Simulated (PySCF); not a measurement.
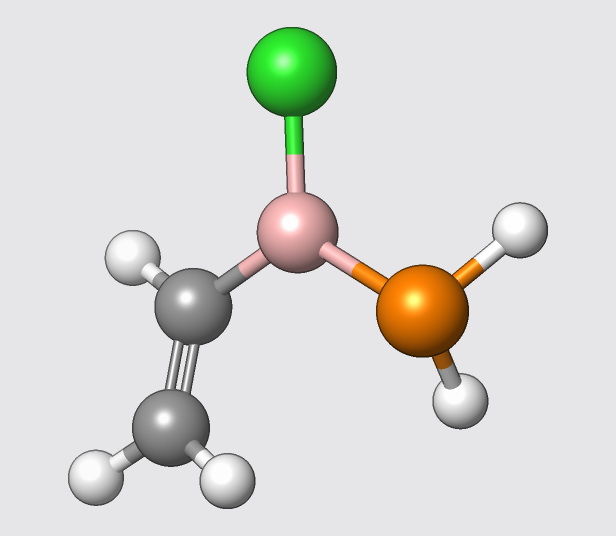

Rendered structure (ball-and-stick style). Double and triple bonds are drawn as two and three sticks. Colours: carbon grey, boron pink, phosphorus orange, chlorine green, hydrogen white.

The computed structure is the end point of a GFN2-xTB optimisation. No frequency run is at hand to confirm it as a minimum.

What does the picture show?

Formula C₂H₅BClP. As SMILES it reads `C=CB(P)Cl`. It has no ring. Among its groups: alkene. The point group is C1. Coordination: 2 C trigonal planar; 1 B trigonal planar; 1 P trigonal pyramidal.

The parts below concern this one geometry. Atoms keep their numbers from picture to picture.

**Geometry**

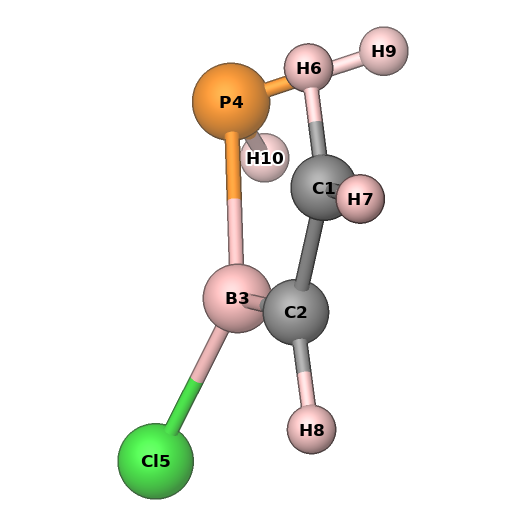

B3 lies behind C2. The molecule seen a little off the C2–B3 bond, C2 in front. Distant atoms are faded towards the background colour. No frequency run is at hand to confirm it as a minimum.

What is the torsion angle C1–C2–B3–Cl5? The sign is positive where the front bond must turn clockwise to cover the back bond.

−163°, antiperiplanar (anti).

**Electronic properties**

No frequency run is at hand to confirm it as a minimum. Level of theory: PBE0/def2-SVPD, gas phase (PySCF 2.14.0). Excitations: vertical, linear response.

Computed properties:

- dipole moment: 1.65 D
- HOMO energy (Kohn–Sham orbital): −7.34 eV
- LUMO energy (Kohn–Sham orbital): −2.11 eV
- HOMO–LUMO gap: 5.23 eV
- mean static polarisability: 79.8 bohr³
- lowest vertical singlet excitation: 4.15 eV
- its oscillator strength: 0.047
- brightest of the 6 lowest singlets: 5.86 eV
- its oscillator strength: 0.25

**Bond orders**

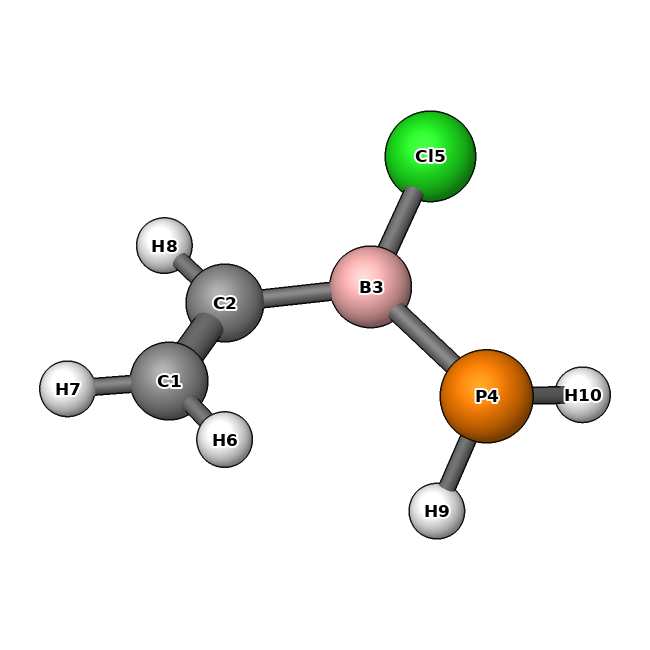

The thickness of each stick grows with its Mayer bond order. No frequency run is at hand to confirm it as a minimum. Method: PBE0/pcSseg-1 (PySCF 2.14.0).

Which bond has the highest Mayer bond order?

C1–C2, 1.93, at a length of 1.332 Å.

List the Mayer bond orders of C1–C2, C1–H6, C1–H7, C2–B3, C2–H8, B3–P4, B3–Cl5, P4–H9, P4–H10.

| bond | Mayer order | length (Å) |
| --- | --- | --- |
| C1–C2 | 1.93 | 1.332 |
| C1–H6 | 0.95 | 1.081 |
| C1–H7 | 0.95 | 1.078 |
| C2–B3 | 1.03 | 1.550 |
| C2–H8 | 0.94 | 1.085 |
| B3–P4 | 1.12 | 1.902 |
| B3–Cl5 | 1.13 | 1.715 |
| P4–H9 | 0.93 | 1.381 |
| P4–H10 | 0.94 | 1.381 |

**NMR shielding**

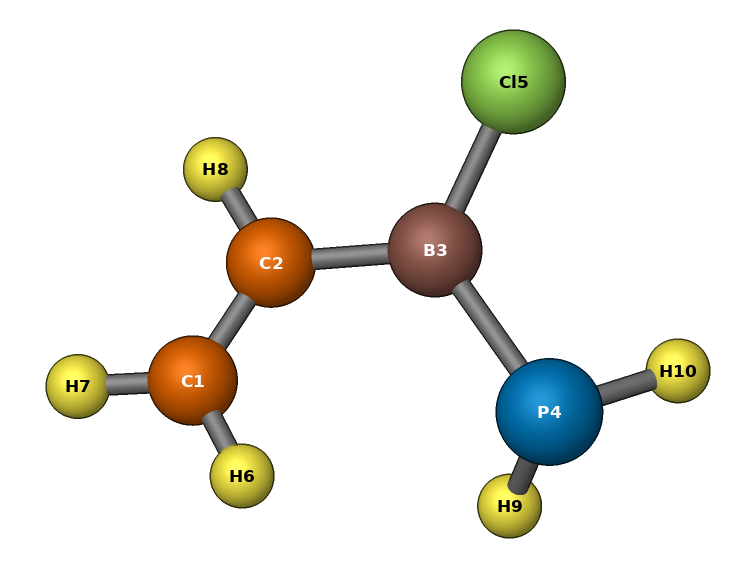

No frequency run is at hand to confirm it as a minimum. Method: GIAO PBE0/pcSseg-1 NMR shielding, non-relativistic, gas phase (PySCF 2.14.0). Principal shieldings σ11 ≤ σ22 ≤ σ33, span Ω = σ33 − σ11, skew κ = 3(σiso − σ22)/Ω.

Give the shielding tensors of the C atoms.

| atom | σ11 | σ22 | σ33 | σiso | Ω | κ |
| --- | --- | --- | --- | --- | --- | --- |
| C1 | −88.2 | 32.6 | 162.8 | 35.7 | 250.9 | 0.04 |
| C2 | −81.0 | 25.6 | 161.3 | 35.3 | 242.3 | 0.12 |

Shieldings and span in ppm.

**Quadrupole coupling**

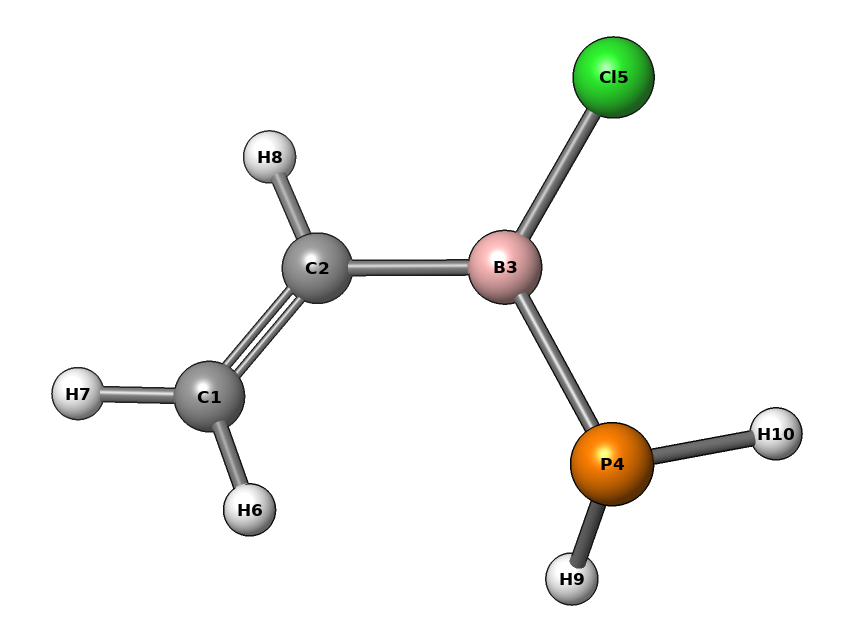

No frequency run is at hand to confirm it as a minimum. Electric field gradients from the ground-state density, PBE0/pcSseg-1 (PySCF 2.14.0), non-relativistic apart from any core potentials.

Give the largest field-gradient component, the quadrupole coupling constant and the asymmetry for 11B at B3 (Q = 40.59 mb), 35Cl at Cl5 (Q = −81.7 mb), 2H at H6 (Q = 2.86 mb), 2H at H7 (Q = 2.86 mb), 2H at H8 (Q = 2.86 mb), 2H at H9 (Q = 2.86 mb).

```csv
atom,V_zz (a.u.),e²qQ/h (MHz),η
B3,0.405,3.86,0.59
Cl5,1.921,−36.9,0.81
H6,0.325,0.218,0.04
H7,0.331,0.223,0.02
H8,0.320,0.215,0.04
H9,0.217,0.146,0.11
```

The geometry is semi-empirical. Around B, P such bond lengths and angles can be off by a tenth of an ångström or more and by several degrees, and values that hang on the shape move with them.
